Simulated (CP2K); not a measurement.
Trifluoromethylacetonitrile has these distinct C atoms: C2 (bonded to C and N), C3 (bonded to 2 C and 2 H) and C4 (bonded to C and 3 F).

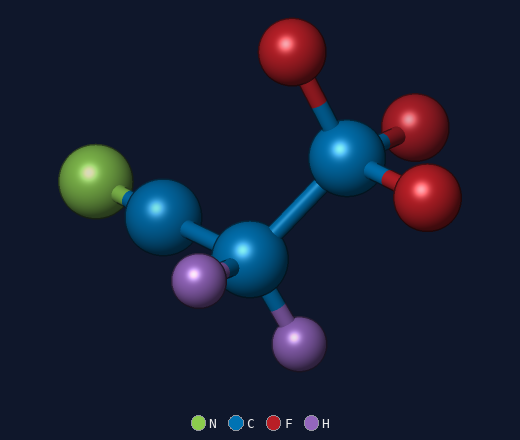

The molecule (nitrogen green, carbon blue, fluorine red, hydrogen purple).

```xyz
9

N     2.4962   -0.8178    0.2152
C     1.5361   -0.1764    0.0834
C     0.3119    0.5976   -0.0806
C    -0.9212   -0.3026    0.0102
F    -0.9956   -0.9204    1.2116
F    -2.0617    0.4240   -0.1417
F    -0.9063   -1.2692   -0.9435
H     0.3053    1.1004   -1.0574
H     0.2352    1.3644    0.7028
```

Their partial C K spectra (CP2K XAS_TDP, all-electron GAPW, PBEh(45%), aug-cc-pVDZ, TDA, GW2X-corrected core level, no relativity) are given in random order, each times the number of alike atoms.

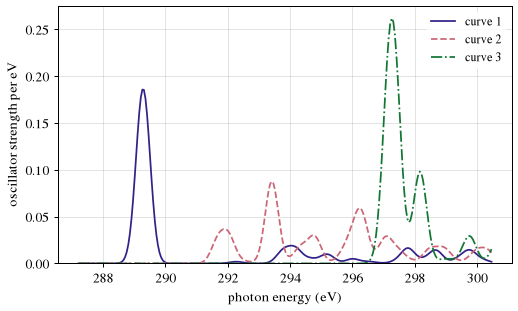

Gaussian full width 0.5 eV, oscillator strength per eV, alike atoms added, rows of zeros left out.

Which curve belongs to which atom?

Curve 1: C2 (bonded to C and N), leading line at 289.21 eV (f = 0.051 an atom), ionisation energy 294.64 eV, term value 5.43 eV. Curve 2: C3 (bonded to 2 C and 2 H), leading line at 291.68 eV (f = 0.013 an atom), ionisation energy 295.08 eV, term value 3.40 eV. Curve 3: C4 (bonded to C and 3 F), leading line at 297.14 eV (f = 0.077 an atom), ionisation energy 300.92 eV, term value 3.78 eV. The leading line of an atom is its first one with 35 % of the strongest within 2.5 eV of its lowest line over the strength cut. A line lies at the core ionisation energy, which rises as an atom loses charge to its neighbours or to a π system, less the term value, which is large for a low π* or σ* orbital with weight on that atom.

[Banner, clock and machine lines of the logs are left out without a mark of their own.]

[Logs are printed without paths, hosts, clocks, repeated set-up lines and the standing remarks that a program may print on its own settings, such as how far it seeks lower states.]

[Hosts, paths, dates, database ids (printed as entryN), source tags and the programs' standing remarks are cut or masked in the printed files.]
